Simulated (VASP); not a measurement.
Band structure of AlGa$_{3}$N$_{4}$ (space group Pm). All values below come from r2SCAN meta-GGA, VASP's PBE PAW potentials (set 64) (plane waves; VASP 6.6.1).

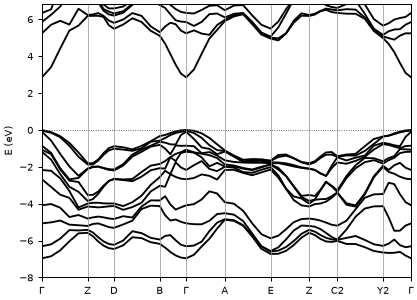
Figure: Bands along high-symmetry lines, zero at the valence-band maximum or, without a gap, the Fermi level

Question: Read the plot: is there a gap, and where are the band edges?

Answer: The gap is direct, 2.85 eV, from the valence maximum at Γ to the conduction minimum at Γ.

The structure comes from a computed database's AlGa3N4 entry (Pm); how it stands against other phases isn't given here. It was relaxed first.
